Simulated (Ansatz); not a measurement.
The reference is SrTiO3 in the cubic perovskite structure (space group Pm-3m, No. 221; a = 3.8911 Å). Axes: x, y, z lie along the cube axes.

It is then changed as follows: biaxial strain +0.60 %, plane normal [001], relaxed out of plane (Cartesian); in-plane vectors clamped, the third vector and the atoms free.

Level of theory: PBEsol, PAW, 420 eV (Ansatz, a first-principles code; no spin-orbit coupling).

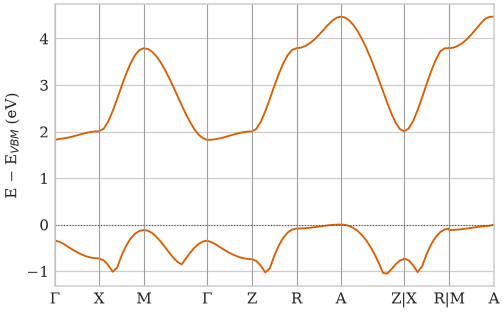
Figure. Highest valence and lowest conduction band along the path of the changed cell's own zone

Task: Read the changed gap and its character from the plot.

Result: About 1.8 eV, indirect, A → Γ.

Stability against distortions was not tested. All final runs are without spin polarisation. Many cubic perovskites are stable only at high temperature; tilts and polar distortions were not tested. k-point labels follow each cell's own Brillouin zone.
